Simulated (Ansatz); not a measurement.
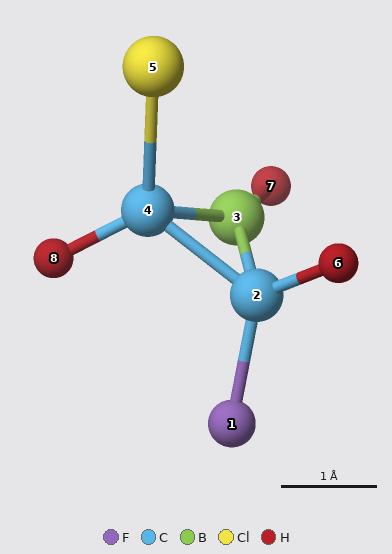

*The input geometry (ball-and-stick view, seen at an oblique angle; atoms are numbered from 1 in the order of the input).*

Bond lengths as drawn: B–C 1.52 to 1.59 Å, B–H 1.24 Å, C–C 1.46 Å, C–Cl 1.78 Å, C–F 1.39 Å and C–H 1.12 to 1.13 Å.

## Geometry relaxation, with input and output: C2H3BClF

The run: geometry relaxation of C2H3BClF, SMILES FC1BC1Cl. Method and program: RKS PBE-D4/def2-SVP (Ansatz 0.2.0).

The geometry: force-field start. Figures and captions count atoms from 1; the log counts them from 0 in places.

**Input**
```yaml
crystal:
  periodic: [false, false, false]
  atoms:
    - {symbol: F, position_ang: [-0.851700, -0.361200, 1.706500]}
    - {symbol: C, position_ang: [-0.323000, 0.390000, 0.659200]}
    - {symbol: B, position_ang: [0.989600, -0.310100, 0.095600]}
    - {symbol: C, position_ang: [-0.329600, -0.263600, -0.649600]}
    - {symbol: Cl, position_ang: [-0.390700, 0.821000, -2.061700]}
    - {symbol: H, position_ang: [-0.299600, 1.518100, 0.696700]}
    - {symbol: H, position_ang: [2.186200, -0.616400, 0.197800]}
    - {symbol: H, position_ang: [-0.888900, -1.234900, -0.700200]}
basis:
  gaussian: {orbitals: def2-SVP}
hamiltonian: {xc: pbe, dispersion: d4}
relax: {f_tol: 0.03, max_steps: 200}
```

Machine: 2 threads of Arm Neoverse V2, 23 GiB of memory available, shared host.

Command:
```bash
ansatz run in.yaml --threads 2 --pin off --events-out ev --progress --plain --max-ram 4352MiB
```

**Log**
```
Functional definition: PBE
  name "PBE"
  cite "Perdew, Burke & Ernzerhof, Phys. Rev. Lett. 77, 3865 (1996) doi:10.1103/PhysRevLett.77.3865"
  parent pbe
  parameter kappa = 0.804
  parameter beta = 0.06672455060314922
  exchange = pbe_x(kappa = kappa, mu = beta*pi^2/3)
  correlation = pbe_c(beta = beta)
987 factors; their error is unknown
mean field evaluation 1: about -18009.7506 eV, gradient 5.0e1 eV
mean field evaluation 2: about -17997.7536 eV, gradient 8.2e1 eV
mean field evaluation 4: about -18016.1695 eV, gradient 6.2e0 eV
mean field evaluation 8: about -18016.1783 eV, gradient 2.5e-1 eV
mean field evaluation 16: about -18016.1785 eV, gradient 3.9e-5 eV
mean field -18016.17846431 eV, -662.0823467590 hartree, gradient 3.9e-5 eV, S^2 0.000000; 0 other end points of the search recorded, 0 dependent functions left out
the calculation of the forces begins
reference -18016.17849230 eV, -662.0823477875 hartree; 23, 23 occupied and 66, 66 virtual orbitals, 987 factors
relax step   1: F+E_penalty+E_count = -18016.33481161 eV  Δ(F+E_penalty+E_count) = +0.000e0 eV  max|allowed force component| = 1.821e0 eV/Å  Δτ_max = 0.0000 Å  (28 SCF iters, accepted)
these checks for a lower state are left out or cut short: starts, cluster_reference, orbital_swaps, neighbouring_geometries, increment
987 factors; their error is unknown
mean field -18016.40445799 eV, -662.0906518735 hartree, gradient 8.1e-6 eV, S^2 0.000000; 0 other end points of the search recorded, 0 dependent functions left out
[... from here on the field's lines of each further geometry are left out, up to the last ...]
relax step   2: F+E_penalty+E_count = -18016.56010215 eV  Δ(F+E_penalty+E_count) = -2.253e-1 eV  max|allowed force component| = 8.228e-1 eV/Å  Δτ_max = 0.0943 Å  (37 SCF iters, accepted)
relax step   3: F+E_penalty+E_count = -18016.60060909 eV  Δ(F+E_penalty+E_count) = -4.051e-2 eV  max|allowed force component| = 3.624e-1 eV/Å  Δτ_max = 0.0416 Å  (30 SCF iters, accepted)
relax step   4: F+E_penalty+E_count = -18016.60557911 eV  Δ(F+E_penalty+E_count) = -4.970e-3 eV  max|allowed force component| = 2.301e-1 eV/Å  Δτ_max = 0.0186 Å  (31 SCF iters, accepted)
relax step   5: F+E_penalty+E_count = -18016.60852662 eV  Δ(F+E_penalty+E_count) = -2.948e-3 eV  max|allowed force component| = 1.375e-1 eV/Å  Δτ_max = 0.0177 Å  (31 SCF iters, accepted)
relax step   6: F+E_penalty+E_count = -18016.61393197 eV  Δ(F+E_penalty+E_count) = -5.405e-3 eV  max|allowed force component| = 1.704e-1 eV/Å  Δτ_max = 0.0319 Å  (29 SCF iters, accepted)
relax step   7: F+E_penalty+E_count = -18016.62969382 eV  Δ(F+E_penalty+E_count) = -1.576e-2 eV  max|allowed force component| = 5.741e-1 eV/Å  Δτ_max = 0.1954 Å  (35 SCF iters, accepted)
relax step   8: F+E_penalty+E_count = -18016.64547733 eV  Δ(F+E_penalty+E_count) = -1.578e-2 eV  max|allowed force component| = 3.991e-1 eV/Å  Δτ_max = 0.0701 Å  (30 SCF iters, accepted)
relax step   9: F+E_penalty+E_count = -18016.67834663 eV  Δ(F+E_penalty+E_count) = -3.287e-2 eV  max|allowed force component| = 3.041e-1 eV/Å  Δτ_max = 0.1148 Å  (29 SCF iters, accepted)
relax step  10: F+E_penalty+E_count = -18016.68584854 eV  Δ(F+E_penalty+E_count) = -7.502e-3 eV  max|allowed force component| = 4.184e-1 eV/Å  Δτ_max = 0.1198 Å  (29 SCF iters, accepted)
relax step  11: F+E_penalty+E_count = -18016.69312501 eV  Δ(F+E_penalty+E_count) = -7.276e-3 eV  max|allowed force component| = 8.461e-2 eV/Å  Δτ_max = 0.0363 Å  (30 SCF iters, accepted)
relax step  12: F+E_penalty+E_count = -18016.69448069 eV  Δ(F+E_penalty+E_count) = -1.356e-3 eV  max|allowed force component| = 9.150e-2 eV/Å  Δτ_max = 0.0196 Å  (30 SCF iters, accepted)
relax step  13: F+E_penalty+E_count = -18016.69536597 eV  Δ(F+E_penalty+E_count) = -8.853e-4 eV  max|allowed force component| = 5.493e-2 eV/Å  Δτ_max = 0.0239 Å  (30 SCF iters, accepted)
the calculation of the forces begins
reference -18016.54322250 eV, -662.0957513751 hartree; 23, 23 occupied and 66, 66 virtual orbitals, 987 factors
relax step  14: F+E_penalty+E_count = -18016.69576259 eV  Δ(F+E_penalty+E_count) = -3.966e-4 eV  max|allowed force component| = 2.718e-2 eV/Å  Δτ_max = 0.0200 Å  (31 SCF iters, accepted)
987 factors; their error is unknown
mean field evaluation 128: about -18016.5432 eV, gradient 2.5e-5 eV
```

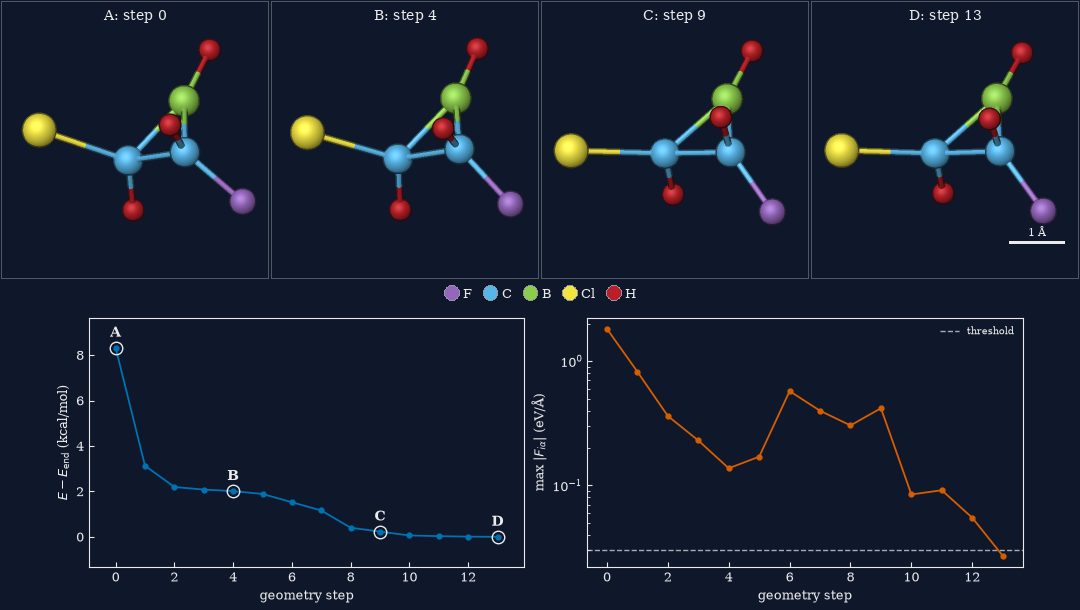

*Frames of the relaxation (ball-and-stick view, seen at a tilt) above the curves, on which the letters mark them (the first geometry is step 0 here and step 1 in the log).*

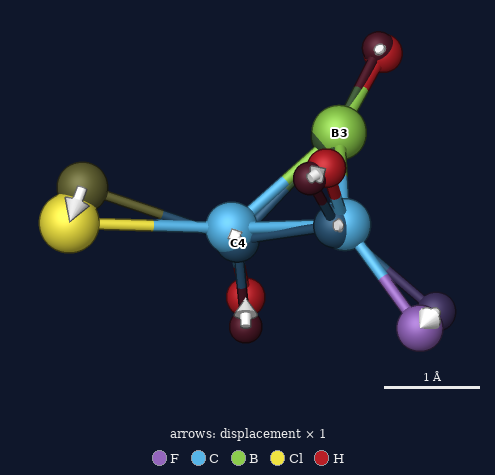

*Start (faint) and end (solid) with the displacements as white arrows, at true length (ball-and-stick view, seen at a tilt). The two geometries are laid on each other by the best rigid fit.*

The atom that moves furthest after the best rigid fit is Cl5 (0.40 Å). By element the largest moves are Cl 0.40 Å, F 0.36 Å, H 0.34 Å, C 0.15 Å, B 0.07 Å. Among the contacts that change: B3–H7 1.239 → 1.204 Å, C2–B3 1.591 → 1.555 Å, B3–C4 1.516 → 1.546 Å, C2–C4 1.463 → 1.493 Å. Among the angles that change: B3–C4–Cl5 116.0° → 137.7°, F1–C2–B3 110.0° → 131.5°, B3–C4–H8 115.4° → 99.9°. Over 13 geometry steps the energy falls by 8.32 kcal/mol. The largest force component goes from 1.8 to 0.027 eV/Å. (Atoms are counted from 1 in the order of the input.)

```
mean field -18016.54319435 eV, -662.0957503408 hartree, gradient 3.0e-5 eV, S^2 0.000000; 1 other end points of the search recorded, 0 dependent functions left out
the calculation of the forces begins
reference -18016.54322250 eV, -662.0957513751 hartree; 23, 23 occupied and 66, 66 virtual orbitals, 987 factors
Total energy: -18016.69579073 eV, -662.1013581544 hartree
Atom 0 at    -1.146533    -0.155243     1.661749 Å, force     0.011728     0.000644    -0.007248 eV/Å
Atom 1 at    -0.261411     0.310071     0.721540 Å, force    -0.003491    -0.002357     0.006394 eV/Å
Atom 2 at     1.040974    -0.307508     0.136988 Å, force     0.008711     0.015759     0.023059 eV/Å
Atom 3 at    -0.249883    -0.148847    -0.698839 Å, force    -0.008491    -0.011394    -0.027181 eV/Å
Atom 4 at    -0.788822     0.763211    -2.124615 Å, force    -0.001003    -0.001489     0.004671 eV/Å
Atom 5 at    -0.114858     1.413313     0.805532 Å, force     0.004008     0.002400     0.004108 eV/Å
Atom 6 at     2.172181    -0.710227     0.221714 Å, force    -0.005443    -0.003742    -0.000901 eV/Å
Atom 7 at    -0.559347    -1.221869    -0.779769 Å, force    -0.006019     0.000179    -0.002901 eV/Å
Dipole moment:     0.279441    -0.076654     0.028727 e Å
```

**Trajectory as extended XYZ (Å, eV, eV/Å), 14 frames, from step=1 to step=14**
```
8
Properties=species:S:1:pos:R:3:forces:R:3 step=1 energy=-18016.33481
F    -0.8517   -0.3612    1.7065   -0.5308   0.6197  -0.1317
C    -0.3230    0.3900    0.6592    1.8212   0.4542   1.4012
B     0.9896   -0.3101    0.0956    1.1431   0.4375   0.4724
C    -0.3296   -0.2636   -0.6496   -0.7785  -1.3008  -1.5041
Cl   -0.3907    0.8210   -2.0617   -0.1378  -0.0960  -0.2278
H    -0.2996    1.5181    0.6967   -0.6152  -0.7229   0.3701
H     2.1862   -0.6164    0.1978   -0.8548   0.1270  -0.1007
H    -0.8889   -1.2349   -0.7002   -0.0473   0.4814  -0.2794
8
Properties=species:S:1:pos:R:3:forces:R:3 step=2 energy=-18016.56010
F    -0.9357   -0.3275    1.6817    0.2839   0.5320  -0.2136
C    -0.2371    0.3837    0.6975   -0.0577   0.0425   0.6984
B     1.0458   -0.3011    0.0885    0.1719   0.0804   0.4418
C    -0.3021   -0.2691   -0.6458   -0.1930  -0.4738  -0.8228
Cl   -0.4149    0.7929   -2.0757   -0.0659  -0.0175  -0.1180
H    -0.3613    1.4979    0.7278   -0.0322  -0.4608   0.1920
H     2.2068   -0.6319    0.1671   -0.1635   0.0632  -0.0842
H    -0.9092   -1.2022   -0.6968    0.0565   0.2341  -0.0936
8
Properties=species:S:1:pos:R:3:forces:R:3 step=3 energy=-18016.60061
F    -0.9246   -0.2985    1.7095    0.1565   0.2245  -0.2478
C    -0.2330    0.3765    0.7052   -0.1579  -0.1396   0.3624
B     1.0438   -0.3015    0.1026   -0.1062   0.0630   0.0991
C    -0.2991   -0.2769   -0.6671    0.0067  -0.0632  -0.1571
Cl   -0.4170    0.7757   -2.1064   -0.0276  -0.0089   0.0184
H    -0.3591    1.4784    0.7638    0.0409  -0.0937  -0.0177
H     2.1998   -0.6173    0.1693    0.0627  -0.0115  -0.0397
H    -0.9184   -1.1933   -0.7326    0.0248   0.0295  -0.0176
8
Properties=species:S:1:pos:R:3:forces:R:3 step=4 energy=-18016.60558
F    -0.9348   -0.2831    1.7072    0.0447   0.0857  -0.0601
C    -0.2327    0.3726    0.7092   -0.1423  -0.2301   0.1530
B     1.0425   -0.3041    0.1111   -0.0043   0.0325  -0.0079
C    -0.2955   -0.2822   -0.6704    0.0344   0.1202  -0.0222
Cl   -0.4302    0.7791   -2.1015   -0.0028  -0.0216  -0.0047
H    -0.3479    1.4722    0.7646    0.0415   0.0369  -0.0558
H     2.2028   -0.6135    0.1668    0.0232  -0.0083  -0.0171
H    -0.9119   -1.1982   -0.7427    0.0057  -0.0152   0.0149
8
Properties=species:S:1:pos:R:3:forces:R:3 step=5 energy=-18016.60853
F    -0.9451   -0.2761    1.7127   -0.1375  -0.0252   0.0826
C    -0.2404    0.3596    0.7186    0.0797   0.0477  -0.0742
B     1.0408   -0.3042    0.1172   -0.0004   0.0099  -0.0356
C    -0.2929   -0.2750   -0.6694   -0.0104  -0.0582   0.0364
Cl   -0.4276    0.7793   -2.1002   -0.0464   0.0406  -0.0392
H    -0.3407    1.4632    0.7527    0.0518   0.0163   0.0338
H     2.2033   -0.6091    0.1531    0.0210   0.0003   0.0117
H    -0.9051   -1.1948   -0.7404    0.0422  -0.0315  -0.0155
8
Properties=species:S:1:pos:R:3:forces:R:3 step=6 energy=-18016.61393
F    -0.9729   -0.2607    1.7111   -0.1393  -0.0251   0.1223
C    -0.2439    0.3521    0.7238    0.0847  -0.0334  -0.1704
B     1.0402   -0.3051    0.1220    0.0233  -0.0416  -0.0461
C    -0.2900   -0.2742   -0.6712    0.0242   0.0789   0.1040
Cl   -0.4497    0.7824   -2.0972   -0.0563   0.0344  -0.0720
H    -0.3123    1.4591    0.7551    0.0280   0.0065   0.0204
H     2.2055   -0.6054    0.1485   -0.0038   0.0123   0.0277
H    -0.8844   -1.2054   -0.7479    0.0391  -0.0319   0.0141
8
Properties=species:S:1:pos:R:3:forces:R:3 step=7 energy=-18016.62969
F    -1.1454   -0.1692    1.7024    0.3590   0.2035  -0.2122
C    -0.2625    0.2973    0.7541   -0.1281  -0.0208  -0.5741
B     1.0415   -0.3180    0.1490    0.0100  -0.1681  -0.0613
C    -0.2658   -0.2513   -0.6835   -0.1134   0.4378   0.5167
Cl   -0.6010    0.8026   -2.0906   -0.0385  -0.1430   0.0196
H    -0.1455    1.4258    0.7612   -0.1243  -0.5443   0.1002
H     2.2205   -0.5891    0.1317   -0.1197   0.0419   0.1464
H    -0.7494   -1.2552   -0.7801    0.1550   0.1930   0.0646
8
Properties=species:S:1:pos:R:3:forces:R:3 step=8 energy=-18016.64548
F    -1.0832   -0.2015    1.7007    0.0063   0.1143  -0.0135
C    -0.2606    0.3173    0.7335    0.0908  -0.0098  -0.1929
B     1.0373   -0.3162    0.1344    0.0403  -0.0642  -0.0032
C    -0.2783   -0.2478   -0.6809    0.0031   0.3000   0.1185
Cl   -0.5749    0.7929   -2.1038   -0.0780  -0.0831  -0.0254
H    -0.1834    1.4407    0.7731   -0.0731  -0.3991  -0.0144
H     2.2106   -0.6000    0.1591   -0.0873   0.0128   0.0517
H    -0.7751   -1.2424   -0.7718    0.0978   0.1290   0.0790
8
Properties=species:S:1:pos:R:3:forces:R:3 step=9 energy=-18016.67835
F    -1.1268   -0.1597    1.6930   -0.1737  -0.1103   0.0575
C    -0.2690    0.2938    0.7351    0.2583   0.3041  -0.2582
B     1.0353   -0.3177    0.1346   -0.1655   0.0176   0.0071
C    -0.2670   -0.1920   -0.6937   -0.0232  -0.0316   0.1511
Cl   -0.6787    0.7600   -2.1403   -0.0801   0.0777  -0.0048
H    -0.1168    1.4069    0.8165   -0.0015  -0.2727  -0.0846
H     2.1952   -0.6215    0.1879    0.0731  -0.0431   0.0312
H    -0.6799   -1.2269   -0.7889    0.1127   0.0584   0.1009
8
Properties=species:S:1:pos:R:3:forces:R:3 step=10 energy=-18016.68585
F    -1.1727   -0.1357    1.6552   -0.0848  -0.1144   0.0743
C    -0.2669    0.2832    0.7252    0.1940   0.4184  -0.2318
B     1.0399   -0.3249    0.1370   -0.1589   0.1324  -0.0203
C    -0.2499   -0.1513   -0.7030   -0.1132  -0.2568   0.0639
Cl   -0.7980    0.7678   -2.1325    0.0820  -0.0654   0.1396
H    -0.0664    1.3867    0.8096   -0.0383  -0.1650   0.0566
H     2.1888   -0.6594    0.2295    0.0682  -0.0794  -0.0152
H    -0.5825   -1.2235   -0.7768    0.0510   0.1302  -0.0672
8
Properties=species:S:1:pos:R:3:forces:R:3 step=11 energy=-18016.69313
F    -1.1555   -0.1523    1.6589   -0.0186  -0.0010   0.0553
C    -0.2644    0.3015    0.7233    0.0185  -0.0158  -0.0547
B     1.0376   -0.3173    0.1346   -0.0368   0.0394  -0.0043
C    -0.2600   -0.1660   -0.6957    0.0551   0.0586  -0.0689
Cl   -0.7618    0.7669   -2.1321    0.0123  -0.0654   0.0846
H    -0.0888    1.4021    0.8158   -0.0335  -0.0412  -0.0239
H     2.1872   -0.6625    0.2151    0.0024  -0.0352  -0.0031
H    -0.6021   -1.2294   -0.7757    0.0007   0.0605   0.0150
8
Properties=species:S:1:pos:R:3:forces:R:3 step=12 energy=-18016.69448
F    -1.1479   -0.1582    1.6608   -0.0128  -0.0049   0.0041
C    -0.2624    0.3035    0.7214    0.0204   0.0197   0.0279
B     1.0416   -0.3141    0.1359    0.0002   0.0201   0.0038
C    -0.2526   -0.1612   -0.6965   -0.0363   0.0107  -0.0915
Cl   -0.7640    0.7652   -2.1304    0.0111  -0.0280   0.0550
H    -0.1067    1.4053    0.8084    0.0082   0.0107   0.0050
H     2.1867   -0.6771    0.2170   -0.0175  -0.0153   0.0008
H    -0.6024   -1.2206   -0.7724    0.0266  -0.0130  -0.0051
8
Properties=species:S:1:pos:R:3:forces:R:3 step=13 energy=-18016.69537
F    -1.1503   -0.1544    1.6602    0.0041  -0.0088  -0.0086
C    -0.2629    0.3064    0.7208    0.0187  -0.0042   0.0304
B     1.0414   -0.3101    0.1363    0.0084   0.0028   0.0192
C    -0.2502   -0.1542   -0.6984   -0.0416   0.0135  -0.0549
Cl   -0.7805    0.7613   -2.1284    0.0089  -0.0011   0.0181
H    -0.1058    1.4074    0.8115    0.0001   0.0197  -0.0109
H     2.1798   -0.6929    0.2203   -0.0129  -0.0054  -0.0004
H    -0.5792   -1.2205   -0.7780    0.0143  -0.0165   0.0071
8
Properties=species:S:1:pos:R:3:forces:R:3 step=14 energy=-18016.69576
F    -1.1465   -0.1552    1.6617    0.0117   0.0006  -0.0072
C    -0.2614    0.3101    0.7215   -0.0035  -0.0024   0.0064
B     1.0410   -0.3075    0.1370    0.0087   0.0158   0.0231
C    -0.2499   -0.1488   -0.6988   -0.0085  -0.0114  -0.0272
Cl   -0.7888    0.7632   -2.1246   -0.0010  -0.0015   0.0047
H    -0.1149    1.4133    0.8055    0.0040   0.0024   0.0041
H     2.1722   -0.7102    0.2217   -0.0054  -0.0037  -0.0009
H    -0.5593   -1.2219   -0.7798   -0.0060   0.0002  -0.0029
```

**Key numbers**

| quantity | value |
| --- | --- |
| outcome | converged |
| total energy | −18016.6958 eV |
| mean-field energy | −18016.5432 eV |
| dispersion energy | −0.1526 eV |
| SCF solution under orbital rotations | stable |
| largest force (length of the vector) at the end | 0.031 eV/Å |
| dipole moment | 1.40 D |
| wall time | 20 s (CPU time 38 s) |
| peak memory | 0.15 GiB |
